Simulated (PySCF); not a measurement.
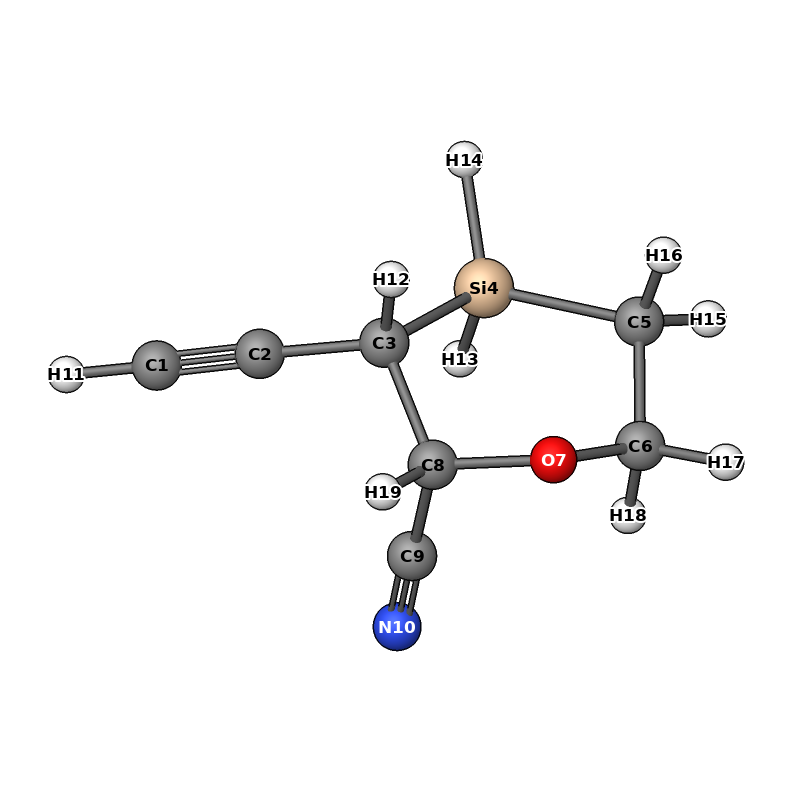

The questions are on isotropic NMR shieldings of the C atoms. Computed geometry: GFN2-xTB optimisation. No frequency run is at hand to confirm it as a minimum. Method: GIAO PBE0/pcSseg-1 NMR shielding, non-relativistic, gas phase (PySCF 2.14.0).

> Which C atom is the most shielded (lowest chemical shift)?

C5 (175.9 ppm).

> Which C atom is the least shielded (highest chemical shift)?

C9 (66.5 ppm).

> How wide is the range of C shifts?

109.4 ppm.

List the isotropic NMR shieldings of the C atoms.

```
atom  σ (ppm)
  C1    106.9
  C2    102.5
  C3    168.2
  C5    175.9
  C6    121.4
  C8    116.8
  C9     66.5
```

The geometry is semi-empirical. Around Si such bond lengths and angles can be off by a tenth of an ångström or more and by several degrees, and values that hang on the shape move with them.
